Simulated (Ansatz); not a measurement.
# What (BP)2(AlN)1 [001] superlattice, started as zinc blende distorts into, part 3 of 3

Aim: this structure of (BP)2(AlN)1 [001] superlattice, started as zinc blende is to be tested for unstable modes, and one is followed downhill.

Ansatz 0.2.0; DFT PBEsol, scalar-relativistic, plane waves, PAW.

So far. Step 4 (The mode frozen in, largest atomic shift 0.08 Å): The run ends at a pressure of 0.65 GPa, with forces up to 0.18 eV/Å. Step 5 (Energy along the mode, all amplitudes (two of the runs …): The lowest of the steps tried is at 0.08 Å, 0.875 meV/atom below the parent; the bottom of the well need not coincide with a step.

The structure was built from a prototype and need not be the compound's stable phase.

## Step 7: The new phase in its own primitive cell

The relaxed structure is symmetrised, reduced to its primitive cell and relaxed tightly, as its phonons need.

File input.yaml:

```yaml
crystal:
  lattice:
    - [7.2362187028, -1.6011004201, 0.0]
    - [7.2362187028, 1.6011004201, 0.0]
    - [-0.0133650436, 0.0, 3.4704821079]
  atoms:
    - { symbol: Al, position: [0.3459735999, 0.3459735999, 0.2116038906] }
    - { symbol: B, position: [0.0076635427, 0.0076635427, 0.2080619106] }
    - { symbol: B, position: [0.6614619736, 0.6614619736, 0.7084612216] }
    - { symbol: "N", position: [0.9121003621, 0.9121003621, 0.2114594236] }
    - { symbol: P, position: [0.5846775098, 0.5846775098, 0.2069853475] }
    - { symbol: P, position: [0.2381230119, 0.2381230119, 0.7098796854] }
kpoints:
  mp_grid: { grid: [10, 10, 8] }
hamiltonian:
  xc: pbesol
scf:
  occupations: { method: fixed }
output:
  forces: true
  stress: true
  eigenvalues: true
relax:
  adjacent_minimum: "off"
  f_tol: 0.001
  max_steps: 60
  cell: { stress_tol: 0.01 }
```

Launch:

```
$ ansatz run input.yaml --threads 8 --pin off --max-ram 14336MiB --backend cpu --events-out ev --progress --plain --runs-dir out
```

Numbers of over 12 decimals in the logs are rounded to 6 here.

What it wrote:

```text
[...]
- [7.236825, -1.601066, 0.013663]
    - [7.236825, 1.601066, 0.013663]
    - [-0.00681318, 0.0, 3.470140]
  atoms:
    - { symbol: Al, position: [0.345992, 0.345992, 0.209448] }
    - { symbol: B, position: [0.00767264, 0.00767264, 0.209385] }
    - { symbol: B, position: [0.661448, 0.661448, 0.709394] }
    - { symbol: N, position: [0.912103, 0.912103, 0.209443] }
    - { symbol: P, position: [0.584672, 0.584672, 0.209366] }
    - { symbol: P, position: [0.238113, 0.238113, 0.709416] }
[key lines of the parts left out:]
SCF converged after 7 iterations
Free energy (F): -2691.272051 eV
Fermi energy:    7.303721 eV
P = ⅓ Tr σ = -0.0005 GPa (-0.005 kbar)
```

Run time: 37 s. Hardware: 8 threads of Intel Xeon Platinum 8488C (Sapphire Rapids), shared host; peak memory 0.74 GiB; 4.7 min of CPU time.

Relaxation path:

| step | energy less that of the first step (eV) | largest force component (eV/Å) | pressure (GPa) | volume (Å³) |
| --- | --- | --- | --- | --- |
| 1 | 0.0000 | 0.0056 | 0.00 | 80.42 |
| 2 | 0.0000 | 0.0042 | 0.00 | 80.41 |
| 3 | 0.0000 | 0.0028 | 0.00 | 80.42 |
| 4 | 0.0000 | 0.0010 | 0.00 | 80.41 |
| 5 | 0.0020 | 0.3228 | 0.03 | 80.45 |
| 6 | 0.0000 | 0.0001 | 0.00 | 80.41 |
| 7* | 0.0000 | 0.0002 | 0.00 | 80.41 |
| 8 | 0.0000 | 0.0016 | 0.00 | 80.41 |
| 9 | 0.0000 | 0.0018 | 0.00 | 80.42 |
| 10 | 0.0000 | 0.0001 | 0.00 | 80.41 |
| 11* | 0.0000 | 0.0001 | 0.00 | 80.41 |

Relaxation steps marked * repeat the geometry before them on a plane-wave basis chosen anew for their cell, so energy and pressure can jump there. Relaxation step 5 was tried and not accepted.

Forces are held to the 2 operations that the run works with; a distortion that breaks them can't arise in this run.

| cell as run | before | after | change |
| --- | --- | --- | --- |
| a (Å) | 7.411 | 7.412 | +0.0 % |
| b (Å) | 7.411 | 7.412 | +0.0 % |
| c (Å) | 3.471 | 3.470 | -0.0 % |
| α (°) | 90.22 | 90.00 | -0.2 % |
| β (°) | 90.22 | 90.00 | -0.2 % |
| volume (Å³/atom) | 13.40 | 13.40 | -0.0 % |

Final coordinates:

```xyz
6
Lattice="7.2368 -1.6011 0.0137 7.2368 1.6011 0.0137 -0.0068 0.0000 3.4701" Properties=species:S:1:pos:R:3 pbc="T T T"
Al    5.0063    0.0000    0.7363
B     0.1096    0.0000    0.7268
B     9.5687    0.0000    2.4798
N    13.2000    0.0000    0.7517
P     8.4609    0.0000    0.7425
P     3.4415    0.0000    2.4683
```

Numbers from this step:

- pressure: -4.73e-4 GPa
- gap on the k-mesh: 0.2043 eV
- direct gap on mesh: 0.7428 eV

The largest force component left is 0.070 meV/Å and the pressure is 0.000 GPa, within the tolerances set. The cell now holds 13.40 Å³/atom.

## Step 8: Modes of the new phase, k-mesh 10×10×8, occupations fixed

A relaxed structure may still be a saddle point, so its zone-centre modes are computed. No field response is asked.

File input.yaml:

```yaml
crystal:
  lattice:
    - [7.2368249471, -1.6010659534, 0.0136634624]
    - [7.2368249471, 1.6010659534, 0.0136634624]
    - [-0.0068131826, 0.0, 3.4701398123]
  atoms:
    - { symbol: Al, position: [0.3459918833, 0.3459918833, 0.2094478309] }
    - { symbol: B, position: [0.0076726413, 0.0076726413, 0.2093849775] }
    - { symbol: B, position: [0.6614479728, 0.6614479728, 0.7093936267] }
    - { symbol: "N", position: [0.9121029749, 0.9121029749, 0.2094428971] }
    - { symbol: P, position: [0.5846715116, 0.5846715116, 0.2093656981] }
    - { symbol: P, position: [0.2381130161, 0.2381130161, 0.7094164491] }
kpoints:
  mp_grid: { grid: [10, 10, 8] }
hamiltonian:
  xc: pbesol
scf:
  occupations: { method: fixed }
output:
  eigenvalues: true
phonons:
  method: dfpt
```

What it wrote:

```text
zone centre: on kpoints.mp_grid the ground state, and the responses unless they are solved on pairs of k-points, stand on 227 of the mesh's 800 k-points, reduced under 2 symmetry operations, with k and −k counted as one. Each operation leaves every solved displacement unchanged or reverses it
[...]
Crystal: 6 atoms, lattice volume = 80.415 Å³
Basis set: ecut = 420 eV, 1587 PW (Γ), exchange–correlation on 100×100×48 points (8 copies of the dense FFT grid, shifted against one another)
Bands: 18, of which v1, the nominal top of the filled ones, is band 12 counted from 1 (11 counted from 0)
Symmetry: 2 space group operations
k-points: 227 of 800 (time reversal used)
[...]
SCF iter   1: F=—  HF=-2691.281296 eV  |F-HF|=—  |Δ(HF+E_count)|=         —  Δρ=6.46e-3  dr2=4.09e-2  ethr=1.77e-3  ⟨swp⟩=5.5  Hψ=22107  notcnv=0  defer=657
[...]
SCF iter  10: F=-2691.272051 eV  HF=-2691.272051 eV  |F-HF|=2.59e-11  |Δ(HF+E_count)|=  8.23e-10  Δρ=2.23e-7  dr2=2.17e-11  ethr=1.00e-12  ⟨swp⟩=16.2  Hψ=35056  notcnv=0
SCF 1 converged in 10 iterations: F = -2691.272051 eV  dr2 = 2.17e-11
[...]
DFPT response loops at Γ: preconditioner auto → Resta (q_TF=auto, 2.230 Å⁻¹)  ε∞=17.1 (no band partly filled); β = 1.00, the filter's whole step (`scf.mixing.beta` (0.50) is not read by the response loops at its default; to damp them type it under 1.00, their step now; it binds the ground state too); Broyden in place of MSR1
SCF converged after 10 iterations
Free energy (F): -2691.272051 eV
[...]
Internal energy: -2691.272051 eV  (E = F + TS)
E sigma→0 (E₀):  -2691.272051 eV
Fermi energy:    7.303722 eV
[...]
--- Band table (eV; the first three rows and the last of 227) ---
  k-point 0: bands = [... 8 lower, 4.4980, 5.5725, 6.4869, 6.5404, 7.6922, 9.4023, 10.4433, 10.8199, ... 2 higher]
  k-point 1: bands = [... 8 lower, 4.2999, 5.3623, 5.9811, 6.5126, 8.6608, 9.6559, 10.2289, 10.8832, ... 2 higher]
  k-point 2: bands = [... 8 lower, 4.3666, 4.5701, 5.7991, 6.4055, 9.2391, 9.8213, 10.5104, 11.6669, ... 2 higher]
  k-point 226: bands = [... 8 lower, 3.7004, 4.9157, 5.1731, 6.0484, 9.5442, 10.5523, 11.1343, 11.1465, ... 2 higher]
[...]
k mesh reduced under 2 symmetry operations, with k and −k counted as one. Each operation leaves every solved displacement unchanged or reverses it
  ASR residual: 9.322e-5 → 0.000e0 eV/Å²; symmetrization residual: 1.327e-6 eV/Å²
  ASR residual per site (eV/Å²): 4.11e-5 6.70e-5 3.03e-5 7.12e-5 9.32e-5 8.39e-5
[...]
```

The job ended after 59 s (8 threads; peak memory 1.6 GiB; 6.9 min of CPU time).

This step gave:

| Quantity | Value |
| --- | --- |
| sum-rule residual before enforcement | 9.32e-5 eV/Å² |
| point group | m |
| highest optical mode at the zone centre (no LO-TO term) | 1372 cm⁻¹ |
| lowest optical zone-centre mode | 140.7 cm⁻¹ |

Patterns of degenerate modes are one choice out of their space. The modes at Γ (shares of kinetic energy by element, %):

| mode | frequency (cm⁻¹) | symmetry | Al % | B % | N % | P % |
| --- | --- | --- | --- | --- | --- | --- |
| 1 | 0.0 | acoustic | 22 | 17 | 11 | 50 |
| 2 | 0.0 | acoustic | 22 | 17 | 11 | 50 |
| 3 | 0.0 | acoustic | 22 | 17 | 11 | 50 |
| 4 | 140.7 | A' | 26 | 11 | 3 | 60 |
| 5 | 212.4 | A'' | 42 | 9 | 17 | 31 |
| 6 | 242.8 | A' | 1 | 9 | 71 | 19 |
| 7 | 248.3 | A'' | 6 | 22 | 2 | 71 |
| 8 | 412.0 | A' | 1 | 10 | 7 | 81 |
| 9 | 431.8 | A' | 45 | 14 | 6 | 35 |
| 10 | 445.2 | A' | 5 | 81 | 4 | 11 |
| 11 | 450.8 | A' | 56 | 7 | 5 | 32 |
| 12 | 583.6 | A' | 1 | 69 | 5 | 25 |
| 13 | 645.2 | A' | 21 | 24 | 37 | 19 |
| 14 | 716.7 | A'' | 16 | 41 | 28 | 15 |
| 15 | 723.2 | A' | 0 | 82 | 0 | 18 |
| 16 | 745.5 | A'' | 11 | 46 | 29 | 14 |
| 17 | 819.5 | A'' | 3 | 64 | 13 | 19 |
| 18 | 1371.7 | A' | 0 | 60 | 40 | 0 |

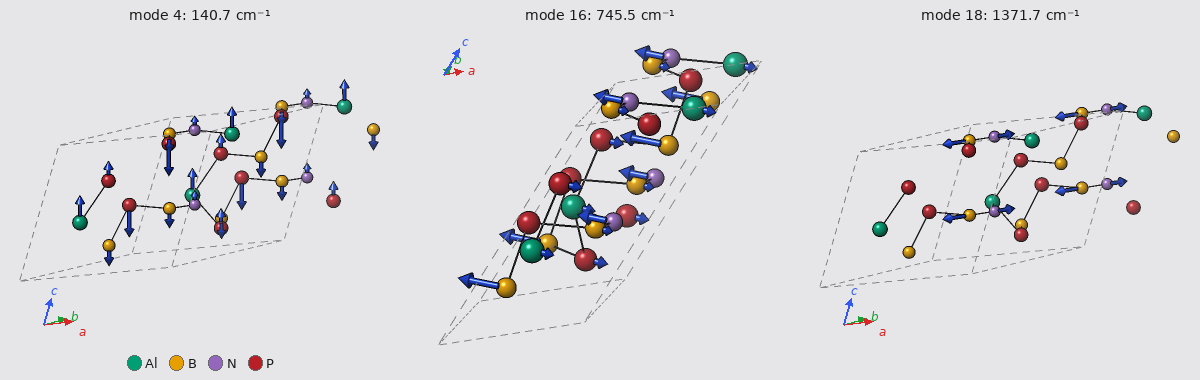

Displacement patterns of modes 4, 16 and 18 at Γ; arrows are exaggerated. Bonds to atoms that aren't drawn are left out. 1×2×1 conventional cells are drawn.

Before it was imposed, the acoustic sum rule was missed by 9.3e-5 eV/Å². Small misses are needed for a sound result but don't prove that mesh and cutoff are converged. The lowest optical mode is real, 141 cm⁻¹.

## Step 9: The phases reached

The phases reached along the modes that were followed are set side by side.

Energies are those of the first relaxation, on the mesh of the frozen mode; space group, volume and gap are those of the last relaxation. Phases, by row:

| mode frozen in | space group | energy from parent (meV/atom) | volume (Å³/atom) | gap on mesh (eV) | lowest zone-centre optical mode (cm⁻¹) | largest shift (Å) |
| --- | --- | --- | --- | --- | --- | --- |
| parent | Imm2 | 0 | 11.49 | 0 | – | – |
| q = (0, 0, 0), 179i cm⁻¹ | Amm2 | -100.3 | 13.4 | 0.204 | 140.7 | 0.818 |

## Step 10: What came out

| Item | Value |
| --- | --- |
| unstable mode of the parent | q = (0, 0, 0), 179i cm⁻¹ |
| depth at the lowest point sampled | 0.875 meV/atom |
| largest atomic shift at that point | 0.08 Å |
| space group reached (within 0.01 Å) | Amm2 |
| energy gained over the parent (first relaxation, on the mesh of the frozen mode) | 100 meV/atom |
| volume per atom, phase reached | 13.4 Å³ |
| gap on the k-mesh, phase reached | 0.204 eV |
| lowest optical zone-centre mode, phase reached | 141 cm⁻¹ |
| highest optical mode at the zone centre (no LO-TO term), phase reached | 1372 cm⁻¹ |

Along this mode the structure falls into Amm2, 100 meV/atom below the parent. At the parent's cell the well is 0.875 meV/atom deep on the steps tried, with its lowest point at a shift of 0.08 Å. Relaxing atoms and cell changes the gain by +99.47 meV/atom against the lowest step (energies at zero smearing). Most of the total comes from this relaxation. The new phase has no imaginary mode at the zone centre of its cell; other wavevectors were not checked. How so shallow a well moves with the k mesh was not tested. Each path keeps the symmetry of its pattern, so a lower phase may lie along a pattern not tried. With no gap, or one that is small against the smearing, the frequencies hang on the k mesh and the smearing, most of all near Kohn anomalies. The starting cell was built on a prototype and not taken from a measurement, so the phase need not exist.

[Logs are printed without paths, hosts, clocks, repeated set-up lines and the standing remarks that a program may print on its own settings, such as how far it seeks lower states.]

[Hosts, paths, dates, database ids (printed as entryN), source tags and the programs' standing remarks are cut or masked in the printed files.]
